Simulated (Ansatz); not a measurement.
The starting structures come from a database of crystals and need not be the phases stable at ambient conditions.

 Where the default PAW files enter, the runs use the earlier of Ansatz's two default sets.

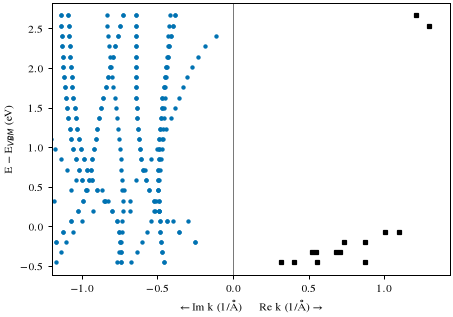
Figure. Complex bands at the centre of the two-dimensional zone; r2SCAN (Ansatz, an electronic-structure program)

The gap is the functional's own, uncorrected, and κ follows it; spin-orbit coupling is left out. Mid-gap values are interpolated between the computed energies.

### Question
This is Mg2FeH6 (Fm-3m, not sure to be the ambient phase, 9 atoms a cell, 7.1 Å³ an atom) along the normal of (110). Read off the slowest decay at the centre of the two-dimensional zone at 1.24 eV, the computed energy nearest the middle of the gap.

### Answer
κ ≈ 0.44 1/Å, a decay length 1/(2κ) of the density of 1.1 Å.
